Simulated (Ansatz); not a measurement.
```
Si B
1.0
     8.70977    0.00000   -0.00393
     0.00000    6.03891    0.00000
    -3.03298    0.00000    4.23691
Si B
4 20
Direct
  0.21441 0.50000 0.89863
  0.71441 0.00000 0.89863
  0.28559 0.00000 0.10137
  0.78559 0.50000 0.10137
  0.00080 0.00000 0.66448
  0.50080 0.50000 0.66448
  0.49920 0.50000 0.33552
  0.99920 0.00000 0.33552
  0.17521 0.16147 0.34244
  0.67521 0.66147 0.34244
  0.32479 0.33853 0.65756
  0.82479 0.83853 0.65756
  0.32479 0.66147 0.65756
  0.82479 0.16147 0.65756
  0.17521 0.83853 0.34244
  0.67521 0.33853 0.34244
  0.06460 0.23557 0.92429
  0.56460 0.73557 0.92429
  0.06460 0.76443 0.92429
  0.56460 0.26443 0.92429
  0.43540 0.73557 0.07571
  0.93540 0.23557 0.07571
  0.43540 0.26443 0.07571
  0.93540 0.76443 0.07571
```

Space group C2/m; a generated structure, not necessarily the stable one; changed on purpose from its base cell (volume × 1.03, shape and atoms relaxed); computed pressure about −5 GPa in this cell.

These are results of DFT PBE, scalar-relativistic, plane waves, PAW in Ansatz, not measurements.

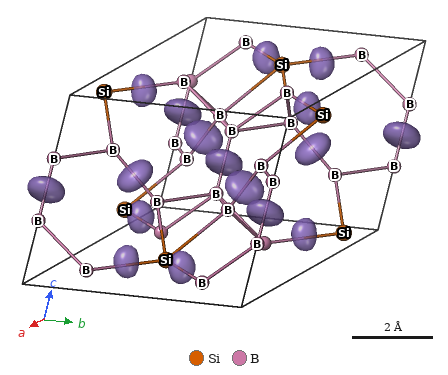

SiB5. Isosurface of the electron localisation function at 0.9 (purple), seen slightly off an axis. Core shells and regions of very low density are left out. Sticks mark near contacts.

In a PAW calculation such maps are meaningful between the atoms, not at the nuclei.

Describe the localisation domains.

Answer. At this value the surface marks out six regions between bonded B–B atoms and eight regions between bonded B–Si atoms, counted in one cell of 24 atoms. Regions shared between cells count once. Along the contacts the grid gives the following. B–B (1.71 Å): the ELF peaks at about 1 between the atoms. Si–B (2.12 Å): the ELF peaks at about 0.95 between the atoms.
